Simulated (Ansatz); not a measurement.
# One shape, several levels: SiNH3 (SMILES [N][SiH3])

We compute a comparison of 6 runs (UHF/STO-3G, U-wB97M-V/STO-3G, UB2PLYP/STO-3G, UBCCD(T)/STO-3G, UCCSDT(Q)/STO-3G, UCCSD(T)/STO-3G) of SiNH3. 

The results are computed with Ansatz 0.2.0.

51 further runs of the same task are left out: 5 that didn't finish, 46 set aside as unsound or not needed.

### Step 1. The molecule

The species is SiNH3 (5 atoms), meant as a triplet with charge 0. SMILES: `[N][SiH3]`. The H3–Si2 distance was set to 3.689 Å, away from the relaxed value. At this shape a bond of the SMILES string is far longer than usual.

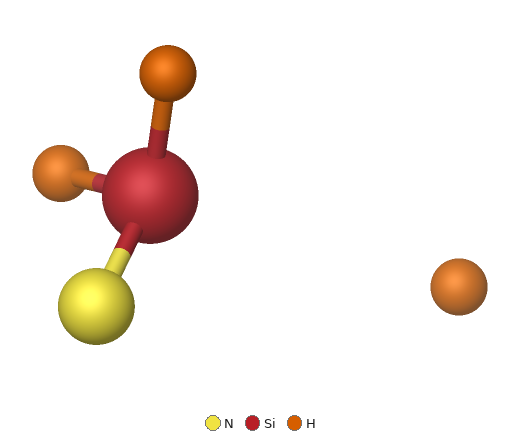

Viewed from a chosen angle; nitrogen yellow, silicon red, hydrogen orange.

### Step 2. The energy at UHF/STO-3G (run 1)

The input, input.yaml:

```yaml
crystal:
  periodic: [false, false, false]
  atoms:
    - {symbol: "N", position_ang: [-1.618695, 0.800620, 2.641864]}
    - {symbol: Si, position_ang: [-0.071825, 0.463950, 2.158534]}
    - {symbol: H, position_ang: [0.064950, -0.313200, -1.445390]}
    - {symbol: H, position_ang: [0.473035, -0.696690, 2.889564]}
    - {symbol: H, position_ang: [0.824275, 1.610480, 2.404844]}
basis:
  gaussian:
    orbitals: STO-3G
magnetization:
  spin_polarized: true
  initial_magnetization: 2
hamiltonian:
  xc: hf
accuracy: high
```

On the command line:

```sh
ansatz run input.yaml --threads 1 --pin off --max-ram 2610MiB --events-out events.jsonl --progress --plain --runs-dir runs
```

Log:

```text
Warning: RAYON_NUM_THREADS=1 ignored (pool sized by the plan → 1); use --threads N
Functional definition: HF
  name "HF"
  exchange = exact_x
  correlation = 0
286 factors; integrals over basis functions are off by at most 9.4e-9 eV
mean field evaluation 1: about -9270.1358 eV, gradient 2.0e1 eV
mean field evaluation 2: about -9270.1450 eV, gradient 2.0e1 eV
mean field evaluation 4: about -9274.5447 eV, gradient 3.3e0 eV
mean field evaluation 8: about -9274.2648 eV, gradient 4.6e-1 eV
mean field evaluation 16: about -9276.0033 eV, gradient 5.8e-5 eV
mean field evaluation 32: about -9276.0033 eV, gradient 1.5e-8 eV
mean field evaluation 64: about -9274.9684 eV, gradient 1.1e-2 eV
mean field -9276.00333682 eV, -340.8868351271 hartree, gradient 1.8e-8 eV, S^2 2.803575; 2 other end points of the search recorded, 0 dependent functions left out
reference -9276.00333682 eV, -340.8868351271 hartree; 13, 11 occupied and 4, 6 virtual orbitals, 286 factors
Total energy: -9276.00333682 eV, -340.8868351271 hartree
```

It took 0.16 s on 1 thread of Arm Neoverse V1, shared host.

### Step 3. A single-point energy at U-wB97M-V/STO-3G (run 2)

The input, job.yaml:

```yaml
crystal:
  periodic: [false, false, false]
  atoms:
    - symbol: "N"
      position_ang: [-1.618695, 0.800620, 2.641864]
    - symbol: Si
      position_ang: [-0.071825, 0.463950, 2.158534]
    - symbol: H
      position_ang: [0.064950, -0.313200, -1.445390]
    - symbol: H
      position_ang: [0.473035, -0.696690, 2.889564]
    - symbol: H
      position_ang: [0.824275, 1.610480, 2.404844]
basis:
  gaussian: {orbitals: STO-3G}
magnetization: {spin_polarized: true, initial_magnetization: 2}
hamiltonian: {xc: {name: wB97M-V}}
accuracy: high
```

On the command line:

```sh
ansatz run job.yaml --threads 1 --pin off --max-ram 2610MiB --events-out events.jsonl --progress --plain --runs-dir runs
```

Log:

```text
Warning: RAYON_NUM_THREADS=1 ignored (pool sized by the plan → 1); use --threads N
Functional definition: wB97M-V
  name "wB97M-V"
  parameter omega = 0.3/bohr
  parameter cx = 0.15
  parameter cx01 = 1.007
  parameter cx10 = 0.259
  parameter css00 = 0.443
  parameter css04 = -1.437
  parameter css10 = -4.535
  parameter css20 = -3.390
  parameter css43 = 4.278
  parameter cos00 = 1.000
  parameter cos10 = 1.358
  parameter cos20 = 2.924
  parameter cos21 = -8.812
  parameter cos60 = -1.390
  parameter cos61 = 9.142
  parameter b = 6.0
  parameter c = 0.01
  gx(w, u) = 1 - cx + cx01*u + cx10*w
  gss(w, u) = css00 + css04*u^4 + css10*w + css20*w^2 + css43*w^4*u^3
  gos(w, u) = cos00 + cos10*w + (cos20 + cos21*u)*w^2 + (cos60 + cos61*u)*w^6
  exchange = spin_sum(e_x_unif_sr(omega)*gx(b97_w, b97_u_x)) + cx*exact_x_sr(omega) + exact_x_lr(omega)
  correlation = spin_sum(e_c_pw_mod_same_spin*gss(b97_w, b97_u_same))
      + integral(e_c_pw_mod_opposite_spin*gos(b97_w_opposite, b97_u_opposite)) + vv10(b, c)
286 factors; integrals over basis functions are off by at most 9.4e-9 eV
133 factors; integrals over basis functions are off by at most 1.8e-9 eV
mean field evaluation 1: about -9292.2761 eV, gradient 2.4e1 eV
mean field evaluation 2: about -9288.1721 eV, gradient 3.6e1 eV
mean field evaluation 4: about -9297.7273 eV, gradient 9.3e-1 eV
mean field evaluation 8: about -9297.7931 eV, gradient 2.5e-1 eV
mean field evaluation 16: about -9297.8015 eV, gradient 2.1e-3 eV
mean field evaluation 32: about -9294.9042 eV, gradient 2.7e0 eV
mean field -9297.80145848 eV, -341.6879013229 hartree, gradient 7.0e-8 eV, S^2 2.270661; 0 other end points of the search recorded, 0 dependent functions left out
reference -9297.80146110 eV, -341.6879014193 hartree; 13, 11 occupied and 4, 6 virtual orbitals, 286 factors
Total energy: -9297.80146110 eV, -341.6879014193 hartree
```

Run time: 23 s. Hardware: 1 thread of Arm Neoverse V1, shared host; peak memory 0.46 GiB.

Runs 3 to 5 aren't shown in full; the table further down has their settings and results.

### Step 4. A single-point energy at UCCSD(T)/STO-3G (run 6)

Edit input.yaml of step 2 so:

```diff
@@ -3,3 +3,3 @@
   atoms:
-    - {symbol: "N", position_ang: [-1.618695, 0.800620, 2.641864]}
+    - {symbol: N, position_ang: [-1.618695, 0.800620, 2.641864]}
     - {symbol: Si, position_ang: [-0.071825, 0.463950, 2.158534]}
@@ -14,4 +14,7 @@
   initial_magnetization: 2
-hamiltonian:
-  xc: hf
+correlation:
+  method: ccsd_t
+  frozen_orbitals: {H: 0, "N": 1, Si: 5}
 accuracy: high
+scf:
+  omitted_lower_state_checks: [cluster_reference, increment]
```

On the command line:

```sh
ansatz run input.yaml --threads 1 --pin off --max-ram 2610MiB --events-out events.jsonl --progress --plain --runs-dir runs
```

Log:

```text
Warning: RAYON_NUM_THREADS=1 ignored (pool sized by the plan → 1); use --threads N
[... 14 lines left out ...]
6 core orbitals not correlated: weight in the atoms' cores, before any rotation towards them, 1.000 or more for the frozen orbitals, at most 0.000 for the correlated occupied ones
[... 50 lines left out ...]
Total energy: -9278.37323971 eV, -340.9739274522 hartree
Checks for a lower state left out: cluster_reference, increment
```

It took 0.34 s on 1 thread of Arm Neoverse V1, shared host.

### Step 5. Overview of the runs

```
run             level  frozen core orbitals  energy (Eh)   ⟨S²⟩  wall time
  1        UHF/STO-3G                     –  -340.886835  2.804     0.16 s
  2  U-wB97M-V/STO-3G                     –  -341.687901  2.271       23 s
  3    UB2PLYP/STO-3G                     6  -341.459947  2.583      4.5 s
  4   UBCCD(T)/STO-3G                     6  -340.974047  2.804     0.42 s
  5  UCCSDT(Q)/STO-3G                     6  -340.975468  2.804      1.1 s
  6   UCCSD(T)/STO-3G                     6  -340.973927  2.804     0.34 s
```

### Step 6. What came out

```
                                          quantity          value
                               run 6: total energy  -340.97393 Eh
run 6: correlation energy (6 core orbitals frozen)      -87.1 mEh
                             run 6: (T) correction      -2.00 mEh
          run 6: ⟨S²⟩ of the reference determinant          2.804
                              run 6: T1 diagnostic          0.072
```

What this shows: Below the UHF energy at the same shape and in the same basis (STO-3G): UBCCD(T) -87.2 mEh; UCCSDT(Q) -88.6 mEh; UCCSD(T) -87.1 mEh. Totals of different functionals can't be ranked against each other. In runs 1, 2, 3, 4, 5, 6 the basis is minimal, so the values are rough. Spin contamination of the reference: run 1 ⟨S²⟩ = 2.80, run 4 ⟨S²⟩ = 2.80, run 5 ⟨S²⟩ = 2.80, run 6 ⟨S²⟩ = 2.80, run 3 ⟨S²⟩ = 2.58, run 2 ⟨S²⟩ = 2.27. Where it is this large, the reference is a mixture of spin states, and values that rest on it are in doubt. All runs together took 30 s, the longest 23 s.
